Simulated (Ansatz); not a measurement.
# C2H5NOSi: two geometries relaxed, part 2 of 2

Aim: relax the geometries before and after the rotation by 120° about the N3–C4 bond, and see whether they are two minima and how far apart in energy. SMILES of the start: O=C=NC[SiH3].

Ansatz 0.2.0; RKS CAM-B3LYP/def2-SVP. The steps go on from the part before.

## 4. End point B

The second end starts from a geometry with the move made by hand.

File input.yaml:

```yaml
crystal:
  periodic: [false, false, false]
  atoms:
    - { symbol: O, position_ang: [-1.8247, -2.8384, -0.5258] }
    - { symbol: C, position_ang: [-1.4303, -1.8212, -0.059] }
    - { symbol: "N", position_ang: [-1.0039, -0.8412, 0.3956] }
    - { symbol: C, position_ang: [0.1679, -0.2199, -0.4075] }
    - { symbol: Si, position_ang: [1.53658, -1.42343, -0.49248] }
    - { symbol: H, position_ang: [0.49551, 0.66024, 0.21119] }
    - { symbol: H, position_ang: [-0.16231, 0.09313, -1.3722] }
    - { symbol: H, position_ang: [1.15191, -2.63834, -1.29428] }
    - { symbol: H, position_ang: [2.01932, -1.91421, 0.85084] }
    - { symbol: H, position_ang: [2.6746, -0.83042, -1.20503] }
basis:
  gaussian: { orbitals: def2-SVP }
hamiltonian:
  xc: cam_b3lyp
relax:
  f_tol: 0.015
  max_steps: 40
output:
  orbitals: {}
```

On the command line:

```console
$ ansatz run input.yaml --threads 2 --pin off --max-ram 3072MiB --backend cpu --events-out ev --progress --plain --runs-dir out
```

What it wrote:

```text
Warning: RAYON_NUM_THREADS=2 ignored (pool sized by the plan → 2); use --threads N
The last accepted step is kept in <dir> (removed where the run ends without a failure and the disk answers)
Engine: ansatz 0.2.0, x86_64-unknown-linux-gnu
Functional definition: CAM-B3LYP
  parameter alpha = 0.19
  parameter beta = 0.46
  parameter omega = 0.33/bohr
  parameter ac = 0.81
  exchange = (1 - alpha - beta)*b88_x + beta*b88_x_sr(omega) + alpha*exact_x + beta*exact_x_lr(omega)
  correlation = (1 - ac)*vwn5_c + ac*lyp_c
1075 factors; integrals over basis functions are off by at most 4.1e-4 eV
353 factors; integrals over basis functions are off by at most 1.1e-6 eV
mean field evaluation 1: about -13556.0740 eV, gradient 4.4e1 eV
mean field evaluation 2: about -13555.2566 eV, gradient 5.1e1 eV
mean field evaluation 4: about -13559.7365 eV, gradient 3.0e0 eV
mean field evaluation 8: about -13559.7845 eV, gradient 3.7e-2 eV
mean field evaluation 16: about -13559.7845 eV, gradient 5.9e-5 eV
mean field -13559.78454635 eV, -498.3128909264 hartree, gradient 5.9e-5 eV, S^2 0.000000; 0 other end points of the search recorded, 0 dependent functions left out
the calculation of the forces begins
reference -13559.78466371 eV, -498.3128952390 hartree; 23, 23 occupied and 76, 76 virtual orbitals, 1075 factors
relax step   1: F+E_penalty+E_count = -13559.78454635 eV  Δ(F+E_penalty+E_count) = +0.000e0 eV  max|allowed force component| = 6.653e0 eV/Å  Δτ_max = 0.0000 Å  (27 SCF iters, accepted)
these checks for a lower state are left out or cut short: starts, cluster_reference, orbital_swaps, neighbouring_geometries, increment
1075 factors; integrals over basis functions are off by at most 3.9e-4 eV
353 factors; integrals over basis functions are off by at most 1.3e-6 eV
mean field -13560.22708967 eV, -498.3291540935 hartree, gradient 1.1e-5 eV, S^2 0.000000; 0 other end points of the search recorded, 0 dependent functions left out
the calculation of the forces begins
reference -13560.22720695 eV, -498.3291584034 hartree; 23, 23 occupied and 76, 76 virtual orbitals, 1075 factors
relax step   2: F+E_penalty+E_count = -13560.22708967 eV  Δ(F+E_penalty+E_count) = -4.425e-1 eV  max|allowed force component| = 1.292e0 eV/Å  Δτ_max = 0.1929 Å  (33 SCF iters, accepted)
these checks for a lower state are left out or cut short: starts, cluster_reference, orbital_swaps, neighbouring_geometries, increment
1075 factors; integrals over basis functions are off by at most 4.7e-4 eV
353 factors; integrals over basis functions are off by at most 1.3e-6 eV
mean field -13560.34699383 eV, -498.3335604898 hartree, gradient 1.1e-5 eV, S^2 0.000000; 0 other end points of the search recorded, 0 dependent functions left out
the calculation of the forces begins
reference -13560.34711224 eV, -498.3335648414 hartree; 23, 23 occupied and 76, 76 virtual orbitals, 1075 factors
relax step   3: F+E_penalty+E_count = -13560.34699383 eV  Δ(F+E_penalty+E_count) = -1.199e-1 eV  max|allowed force component| = 1.154e0 eV/Å  Δτ_max = 0.1688 Å  (33 SCF iters, accepted)
these checks for a lower state are left out or cut short: starts, cluster_reference, orbital_swaps, neighbouring_geometries, increment
1075 factors; integrals over basis functions are off by at most 5.1e-4 eV
353 factors; integrals over basis functions are off by at most 1.4e-6 eV
mean field evaluation 32: about -13560.3976 eV, gradient 3.6e-1 eV
mean field -13560.42588104 eV, -498.3364595414 hartree, gradient 2.0e-5 eV, S^2 0.000000; 0 other end points of the search recorded, 0 dependent functions left out
the calculation of the forces begins
reference -13560.42599924 eV, -498.3364638851 hartree; 23, 23 occupied and 76, 76 virtual orbitals, 1075 factors
relax step   4: F+E_penalty+E_count = -13560.42588104 eV  Δ(F+E_penalty+E_count) = -7.889e-2 eV  max|allowed force component| = 1.209e0 eV/Å  Δτ_max = 0.1764 Å  (33 SCF iters, accepted)
these checks for a lower state are left out or cut short: starts, cluster_reference, orbital_swaps, neighbouring_geometries, increment
1075 factors; integrals over basis functions are off by at most 4.6e-4 eV
353 factors; integrals over basis functions are off by at most 1.6e-6 eV
mean field -13560.48178483 eV, -498.3385139676 hartree, gradient 9.3e-6 eV, S^2 0.000000; 0 other end points of the search recorded, 0 dependent functions left out
the calculation of the forces begins
reference -13560.48190368 eV, -498.3385183356 hartree; 23, 23 occupied and 76, 76 virtual orbitals, 1075 factors
relax step   5: F+E_penalty+E_count = -13560.48178483 eV  Δ(F+E_penalty+E_count) = -5.590e-2 eV  max|allowed force component| = 4.794e-1 eV/Å  Δτ_max = 0.2000 Å  (33 SCF iters, accepted)
these checks for a lower state are left out or cut short: starts, cluster_reference, orbital_swaps, neighbouring_geometries, increment
1075 factors; integrals over basis functions are off by at most 4.5e-4 eV
353 factors; integrals over basis functions are off by at most 1.6e-6 eV
mean field -13560.49557924 eV, -498.3390209032 hartree, gradient 9.5e-6 eV, S^2 0.000000; 0 other end points of the search recorded, 0 dependent functions left out
the calculation of the forces begins
reference -13560.49569790 eV, -498.3390252636 hartree; 23, 23 occupied and 76, 76 virtual orbitals, 1075 factors
relax step   6: F+E_penalty+E_count = -13560.49557924 eV  Δ(F+E_penalty+E_count) = -1.379e-2 eV  max|allowed force component| = 1.868e-1 eV/Å  Δτ_max = 0.0575 Å  (33 SCF iters, accepted)
these checks for a lower state are left out or cut short: starts, cluster_reference, orbital_swaps, neighbouring_geometries, increment
1075 factors; integrals over basis functions are off by at most 4.6e-4 eV
353 factors; integrals over basis functions are off by at most 1.6e-6 eV
mean field -13560.50000632 eV, -498.3391835952 hartree, gradient 9.9e-6 eV, S^2 0.000000; 0 other end points of the search recorded, 0 dependent functions left out
the calculation of the forces begins
reference -13560.50012498 eV, -498.3391879557 hartree; 23, 23 occupied and 76, 76 virtual orbitals, 1075 factors
relax step   7: F+E_penalty+E_count = -13560.50000632 eV  Δ(F+E_penalty+E_count) = -4.427e-3 eV  max|allowed force component| = 2.860e-1 eV/Å  Δτ_max = 0.0899 Å  (32 SCF iters, accepted)
these checks for a lower state are left out or cut short: starts, cluster_reference, orbital_swaps, neighbouring_geometries, increment
1075 factors; integrals over basis functions are off by at most 4.6e-4 eV
353 factors; integrals over basis functions are off by at most 1.7e-6 eV
mean field evaluation 64: about -13560.5076 eV, gradient 1.1e-5 eV
mean field -13560.50762258 eV, -498.3394634876 hartree, gradient 1.1e-5 eV, S^2 0.000000; 0 other end points of the search recorded, 0 dependent functions left out
the calculation of the forces begins
reference -13560.50774112 eV, -498.3394678440 hartree; 23, 23 occupied and 76, 76 virtual orbitals, 1075 factors
relax step   8: F+E_penalty+E_count = -13560.50762258 eV  Δ(F+E_penalty+E_count) = -7.616e-3 eV  max|allowed force component| = 1.509e-1 eV/Å  Δτ_max = 0.1103 Å  (33 SCF iters, accepted)
these checks for a lower state are left out or cut short: starts, cluster_reference, orbital_swaps, neighbouring_geometries, increment
1075 factors; integrals over basis functions are off by at most 4.6e-4 eV
353 factors; integrals over basis functions are off by at most 1.7e-6 eV
mean field -13560.50853602 eV, -498.3394970559 hartree, gradient 7.1e-6 eV, S^2 0.000000; 0 other end points of the search recorded, 0 dependent functions left out
the calculation of the forces begins
reference -13560.50865452 eV, -498.3395014107 hartree; 23, 23 occupied and 76, 76 virtual orbitals, 1075 factors
relax step   9: F+E_penalty+E_count = -13560.50853602 eV  Δ(F+E_penalty+E_count) = -9.134e-4 eV  max|allowed force component| = 6.079e-2 eV/Å  Δτ_max = 0.0261 Å  (32 SCF iters, accepted)
these checks for a lower state are left out or cut short: starts, cluster_reference, orbital_swaps, neighbouring_geometries, increment
1075 factors; integrals over basis functions are off by at most 4.6e-4 eV
353 factors; integrals over basis functions are off by at most 1.7e-6 eV
mean field -13560.50872926 eV, -498.3395041574 hartree, gradient 7.2e-6 eV, S^2 0.000000; 0 other end points of the search recorded, 0 dependent functions left out
the calculation of the forces begins
reference -13560.50884776 eV, -498.3395085121 hartree; 23, 23 occupied and 76, 76 virtual orbitals, 1075 factors
relax step  10: F+E_penalty+E_count = -13560.50872926 eV  Δ(F+E_penalty+E_count) = -1.932e-4 eV  max|allowed force component| = 1.442e-2 eV/Å  Δτ_max = 0.0137 Å  (34 SCF iters, accepted)
1075 factors; integrals over basis functions are off by at most 4.6e-4 eV
353 factors; integrals over basis functions are off by at most 1.7e-6 eV
mean field evaluation 96: about -13560.5087 eV, gradient 1.3e-5 eV
mean field -13560.50872926 eV, -498.3395041574 hartree, gradient 7.2e-6 eV, S^2 0.000000; 1 other end points of the search recorded, 0 dependent functions left out
the calculation of the forces begins
reference -13560.50884776 eV, -498.3395085121 hartree; 23, 23 occupied and 76, 76 virtual orbitals, 1075 factors
Total energy: -13560.50884776 eV, -498.3395085121 hartree
Atom 0 at    -2.643824    -2.674128    -0.116270 Å, force    -0.006078    -0.004319     0.000706 eV/Å
Atom 1 at    -1.768143    -1.897002    -0.061039 Å, force     0.013561     0.014419     0.001817 eV/Å
Atom 2 at    -0.906605    -1.086714     0.091269 Å, force    -0.012018    -0.013616     0.000700 eV/Å
Atom 3 at     0.200491    -0.346014    -0.423500 Å, force     0.012500    -0.004556    -0.000545 eV/Å
Atom 4 at     1.789652    -1.389168    -0.526590 Å, force    -0.008408     0.005060     0.001883 eV/Å
Atom 5 at     0.390070     0.520295     0.229599 Å, force    -0.000052     0.000623     0.001210 eV/Å
Atom 6 at    -0.034893     0.065141    -1.420221 Å, force    -0.000711     0.000987    -0.004380 eV/Å
Atom 7 at     1.553005    -2.553686    -1.421173 Å, force     0.000218    -0.000239    -0.001548 eV/Å
Atom 8 at     2.163283    -1.871104     0.828868 Å, force    -0.001068    -0.000310     0.000997 eV/Å
Atom 9 at     2.881573    -0.541349    -1.079603 Å, force     0.002056     0.001950    -0.000841 eV/Å
Dipole moment:     0.458163     0.391428    -0.144134 e Å
```

Wall time 35 s (2 threads of Intel Xeon Platinum 8259CL at 2.50GHz (Skylake/Cascade Lake), shared host); peak memory 0.26 GiB.

Step by step:

```tsv
step	energy from step 1 (eV)	largest force component (eV/Å)
1	0.0000	6.6527
2	-0.4425	1.2916
3	-0.5624	1.1544
4	-0.6413	1.2089
5	-0.6972	0.4794
6	-0.7110	0.1868
7	-0.7155	0.2860
8	-0.7231	0.1509
9	-0.7240	0.0608
10	-0.7242	0.0144
```

Step 1 is the start.

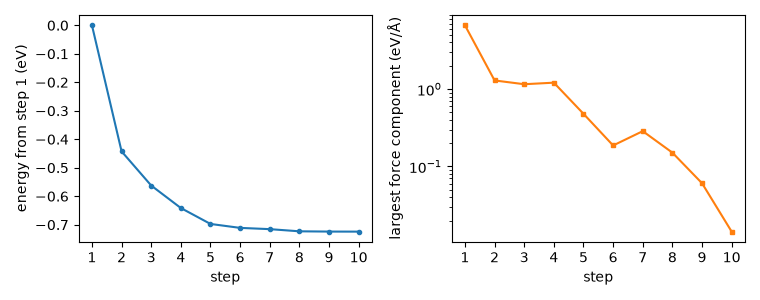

How energy and force went from step to step.

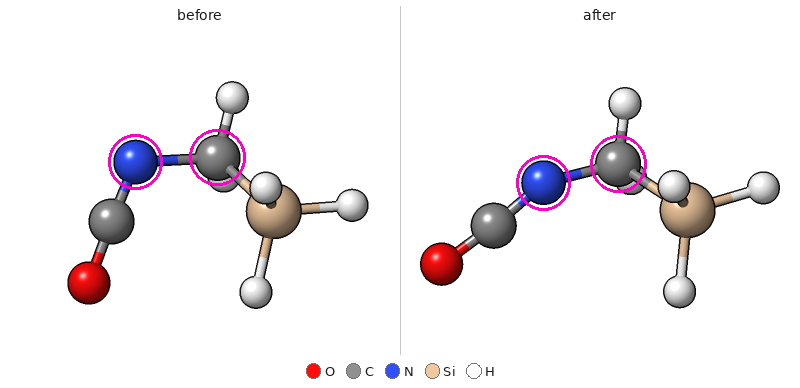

Before and after, at one scale.

After: Bond lengths: O1–C2 1.172 Å, C2–N3 1.192 Å, N3–C4 1.428 Å, C4–Si5 1.904 Å, C4–H6 1.101 Å, C4–H7 1.104 Å, Si5–H8 1.487 Å, Si5–H9 1.486 Å, Si5–H10 1.489 Å. Angles: O1–C2–N3 175.1°, C2–N3–C4 150.1°, N3–C4–Si5 112.5°, N3–C4–H6 109.1°, N3–C4–H7 110.7°, Si5–C4–H6 108.6°, Si5–C4–H7 109.5°, H6–C4–H7 106.2°, C4–Si5–H8 109.2°, C4–Si5–H9 109.8°, C4–Si5–H10 108.7°, H8–Si5–H9 109.5°, H8–Si5–H10 109.8°, H9–Si5–H10 109.8°.

## 5. Results

The summary covers parts 1 to 2.

```
                           quantity                     value
                              end A  27 moves, 0.659 eV lower
                              end B   9 moves, 0.724 eV lower
largest difference between the ends                    0.02 Å
            end B relative to end A                 -0.000 eV
```

What this shows: Both starts fell into the same minimum (no atom differs by more than 0.02 Å), so from this start no second minimum was found and no band was run; another arrangement could still be one.
